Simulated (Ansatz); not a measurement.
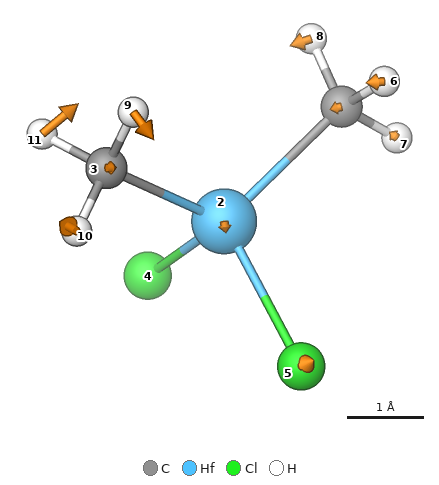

This is a relaxation of C₂H₆Cl₂Hf. The starting structure is drawn; orange arrows show the displacements, at their true length. The two geometries are superimposed by the best rigid fit.

Style: ball-and-stick. Shown at a tilt.

The start comes from GFN2-xTB.

Method: Ansatz 0.2.0, RKS PBE0-D4/def2-TZVP.

Input
```yaml
crystal:
  periodic: [false, false, false]
  atoms:
    - {symbol: C, position_ang: [-1.755040, 0.663570, 0.491870]}
    - {symbol: Hf, position_ang: [0.155250, 0.346090, -0.634040]}
    - {symbol: C, position_ang: [1.559450, -1.111310, 0.329130]}
    - {symbol: Cl, position_ang: [-0.330670, -0.356740, -2.813540]}
    - {symbol: Cl, position_ang: [1.231340, 2.403340, -0.940360]}
    - {symbol: H, position_ang: [-1.605020, 1.060040, 1.505010]}
    - {symbol: H, position_ang: [-2.392550, 1.390280, -0.034680]}
    - {symbol: H, position_ang: [-2.353320, -0.250450, 0.603570]}
    - {symbol: H, position_ang: [1.493160, -1.141610, 1.424320]}
    - {symbol: H, position_ang: [2.604300, -0.863980, 0.088710]}
    - {symbol: H, position_ang: [1.393100, -2.139230, -0.020010]}
basis:
  gaussian: {orbitals: def2-TZVP}
hamiltonian: {xc: pbe0, dispersion: d4}
relax: {f_tol: 0.005, max_steps: 150}
```

Launched with:
```bash
ansatz run in.yaml --threads 4 --pin off --events-out ev --progress --plain --max-ram 11315MiB
```

Q: What did the optimiser do to the structure, and how much energy did it gain?

A: After 20 accepted moves (23 points after the start) the energy has fallen by 2.97 kcal/mol. Largest force component: 0.24 eV/Å at the start, 0.0042 eV/Å at the end. The line search rejected the trial steps at points 6, 9, 17 of the run. The forces were under the threshold at step 18, but the run went on from there. The atom that moves furthest after the best rigid fit is H11 (0.64 Å). Largest moves by element: H 0.64 Å, Cl 0.33 Å, C 0.17 Å, Hf 0.17 Å. Some distances before and after: C1–Hf2 2.240 → 2.190 Å. Bond angles that change, for instance: Cl4–Hf2–Cl5 103.7° → 117.8°, C1–Hf2–C3 114.2° → 103.6°, Hf2–C3–H9 114.1° → 110.8°. Groups turn about Hf2–C3 by about 30°.
